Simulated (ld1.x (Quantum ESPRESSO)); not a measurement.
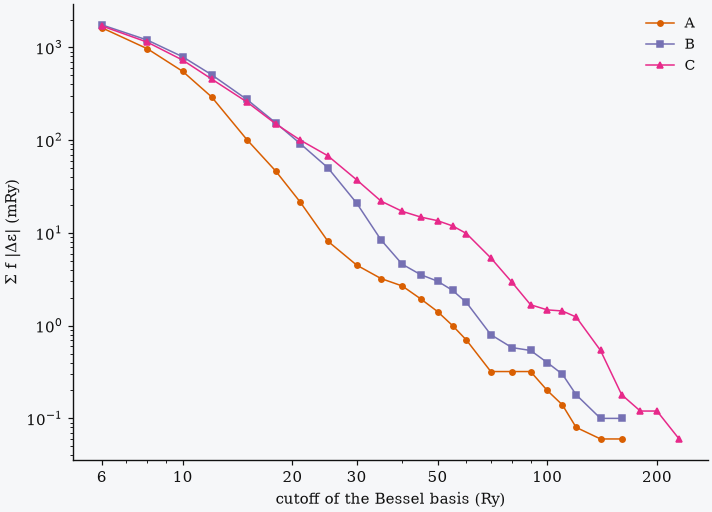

The occupation-weighted error of the valence levels in a spherical-Bessel basis for 3 variants of one potential.

Base settings:

```yaml
element: argon (Ar)
generator: ld1.x (Quantum ESPRESSO) 7.5
type: ultrasoft
functional: PBE
relativity: scalar-relativistic
frozen_core: [Ne]
valence_charge: 8
reference_configuration: 3s2 3p6
partial_waves: 3s (bound): rcut 0.85, rcutus 1.05 bohr; 3s channel at 3 Ry: rcut 0.85, rcutus 1.05 bohr; 3p (bound): rcut 0.90, rcutus 1.20 bohr; 3p channel at 2.95 Ry: rcut 0.90, rcutus 1.20 bohr; 3d channel at 0.05 Ry: rcut 1.05, rcutus 1.20 bohr; 3d channel at 2.35 Ry: rcut 1.05, rcutus 1.20 bohr
local_potential: all-electron potential smoothed inside 1.00 bohr (lloc = -1)
core_correction: none
augmentation_charge: built from norm-conserving waves at rcut, not smoothed further
```

Question: Match the curves to these variants:
1. base
2. type TM; waves now 3s (bound): rc 1.05 bohr; 3p (bound): rc 1.20 bohr; 3d channel at 0.05 Ry: rc 1.20 bohr; local potential the d channel
3. waves 3s (bound): rcut 0.85, rcutus 1.60 bohr; 3s channel at 3 Ry: rcut 0.85, rcutus 1.60 bohr

Answer: A = 3, B = 1, C = 2.

Question: What did the other tests of these runs give?

Answer: A: loose cutoff 25 Ry; bound ghosts none; largest test error +95 meV. B: loose cutoff 35 Ry; bound ghosts none; largest test error +101 meV. C: loose cutoff 60 Ry; bound ghosts none; largest test error +450 meV. The loose cutoff is the first of the cutoffs, on a coarse ladder, from which the occupation-weighted sum of valence levels, in a spherical-Bessel basis at the reference potential, stays within 10 and 1 mRy of its value at 400 Ry.
